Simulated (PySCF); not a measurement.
**Atomic calculation for As**

As, configuration 1s2 2s2 2p6 3s2 3p6 3d10 4s1 4p3 5s1, multiplicity 6. Computed at this level: unrestricted PBEsol, aug-cc-pwCVTZ-PP with ECP10, scalar-relativistic core potential (PySCF).

## Input file
```python
from pyscf import gto, scf, dft, mp, cc
import basis_set_exchange as bse
txt = bse.get_basis("aug-cc-pwCVTZ-PP", elements=["As"], fmt="nwchem", header=False)
cut = txt.index("\nECP")
mol = gto.M(atom="As 0 0 0", charge=0, spin=5, symmetry="D2h",
            basis=gto.basis.parse(txt[:cut]),
            ecp={"As": gto.basis.parse_ecp(txt[cut:])})
mf = dft.UKS(mol, xc="PBEsol")
mf.irrep_nelec = {'Ag': (5, 3), 'B1g': (1, 1), 'B2g': (1, 1), 'B3g': (1, 1), 'B1u': (2, 1), 'B2u': (2, 1), 'B3u': (2, 1)}
mf.kernel()
```

The script is an equivalent of what the driver set up; the driver started from orbitals of its own, so the log can be shorter than this script's would be, and it computed the properties (radii, ⟨L²⟩, response) afterwards. It held the occupations shell by shell, which the script's counts by irreducible representation don't always enforce.

Hardware: 1 CPU thread, shared host.

The run was one of a batch that the task file lists, launched with:
```bash
OMP_NUM_THREADS=1 python <driver script> TASK.json OUT
```

## Log (extracts)
```
damping factor = 0
level_shift factor = 0
DIIS = <class 'pyscf.scf.diis.CDIIS'>
diis_start_cycle = 1
diis_space = 10
diis_damp = 0
SCF conv_tol = 1e-09
SCF conv_tol_grad = None
number electrons alpha = 14  beta = 9
XC functionals = PBEsol
    J. P. Perdew, A. Ruzsinszky, G. I. Csonka, O. A. Vydrov, G. E. Scuseria, L. A. Constantin, X. Zhou, and K. Burke.,  Phys. Rev. Lett. 100, 136406 (2008)
    J. P. Perdew, A. Ruzsinszky, G. I. Csonka, O. A. Vydrov, G. E. Scuseria, L. A. Constantin, X. Zhou, and K. Burke.,  Phys. Rev. Lett. 100, 136406 (2008)
cycle= 1 E= -331.600899178935  delta_E= -0.0247  |g|= 0.0908  |ddm|= 0.662
cycle= 2 E= -331.600435635033  delta_E= 0.000464  |g|= 0.129  |ddm|= 0.236
cycle= 3 E= -331.601864738683  delta_E= -0.00143  |g|= 0.00632  |ddm|= 0.0599
cycle= 4 E= -331.601869848931  delta_E= -5.11e-06  |g|= 0.000275  |ddm|= 0.0178
cycle= 5 E= -331.601869894809  delta_E= -4.59e-08  |g|= 6.72e-05  |ddm|= 0.0073
cycle= 6 E= -331.601869897723  delta_E= -2.91e-09  |g|= 3.28e-06  |ddm|= 0.00108
cycle= 7 E= -331.601869897734  delta_E= -1.06e-11  |g|= 6.32e-08  |ddm|= 0.000106
converged SCF energy = -331.601869897734  <S^2> = 8.751144  2S+1 = 6.0003813
```

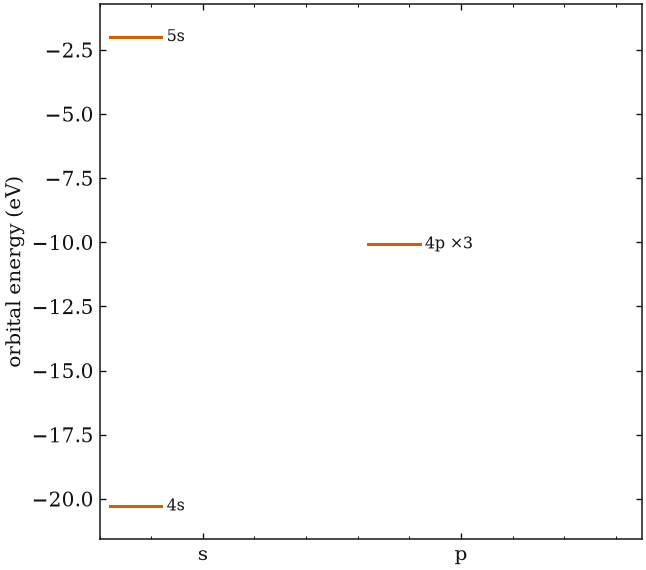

Orbital energies of the mean field, from the top down to −20.3 eV, by angular momentum, α spin at the left of each column and β at the right; ×n counts the orbitals under one label. Empty levels that the record names by l alone aren't drawn. The highest filled orbital is 5s α at −2.00 eV, the lowest empty one s β at −16.1 eV.

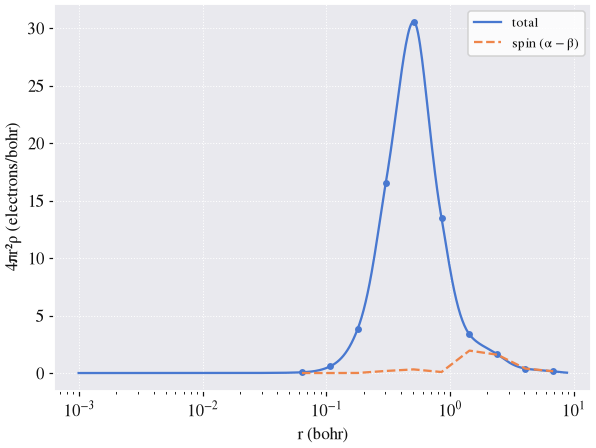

Spherically averaged radial density 4πr²ρ of the mean field (valence electrons alone, under a core potential) and its spin part; markers are the stored points, which are sparse, and the line is a monotone interpolation between them. The largest stored value is 30.6 electrons/bohr at r = 0.51 bohr. Root-mean-square radii of the shells: 3s 0.647, 3p 0.674, 3d 0.750, 4s 1.99, 4p 2.46, 5s 5.75 bohr.

## Key numbers

```
                                                quantity                    value
                                                 outcome                converged
total energy (valence electrons, under a core potential)      −331.601870 hartree
                                                    ⟨S²⟩                    8.751
                                          SCF iterations                        7
                                                CPU time  1.8 s (integrals apart)
```

## Notes

This is not the ground configuration of the species.
